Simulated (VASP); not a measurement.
```yaml
crystal:
  lattice:
    - [0.00000, 2.65774, 2.65774]
    - [2.65774, 0.00000, 2.65774]
    - [2.65774, 2.65774, 0.00000]
  atoms:
    - { symbol: Cd, position: [0.00000, 0.00000, 0.00000] }
    - { symbol: F, position: [0.25000, 0.25000, 0.25000] }
    - { symbol: F, position: [0.75000, 0.75000, 0.75000] }
```

All values below come from LDA (Ceperley-Alder, Perdew-Zunger), VASP's LDA PAW potentials (set 64) (plane waves; VASP). Run with 520 eV cut-off, 8×8×8 Γ-centred mesh, tetrahedra with Blöchl corrections, potentials Cd F.

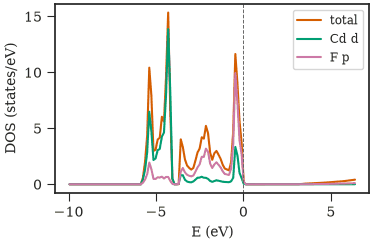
Fig. 1. Total and projected density of states, zero at the valence-band maximum

Within 2 eV below the valence-band maximum the largest weight inside VASP's projection spheres is F p, then Cd d.

The gap is indirect, 2.94 eV, from the valence maximum at W to the conduction minimum at Γ.

The compound is CdF2 in the fluorite structure. It was relaxed first.
